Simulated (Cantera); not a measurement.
Input: 1 mol Fe₃O₄, 4.9 mol CH₄, 3.1 mol H₂, equilibrated at 4.90 bar.

Method: chemical equilibrium by Gibbs-energy minimisation in Cantera with the NASA 1993 tables (ideal gas, pure condensed phases). Candidate condensed phases: C, C₆H₆, C₇H₈, C₈H₁₈, Fe, Fe(CO)₅, FeO, Fe(OH)₂, Fe(OH)₃, Fe₂O₃, Fe₃O₄, H₂O; 114 gas species. Iron dissolves carbon and melts from about 1420 K in contact with it, which pure phases cannot show. Condensed phases not in the tables: cementite and carbon dissolved in iron. Kinetics and transport are ignored.

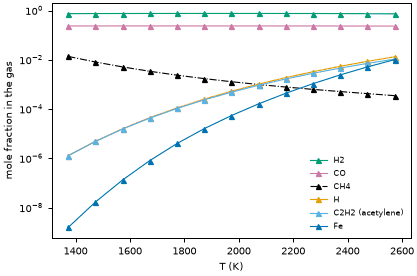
Fig. 1. Equilibrium gas composition (values under 1e-9 drawn at 1e-9)

Question: Read off the mole fractions at 1973 K.

Answer: H₂ about 0.76, CO about 0.24, CH₄ about 0.0013, H about 0.00053, C₂H₂ (acetylene) about 0.00049, Fe about 5.5e-5.
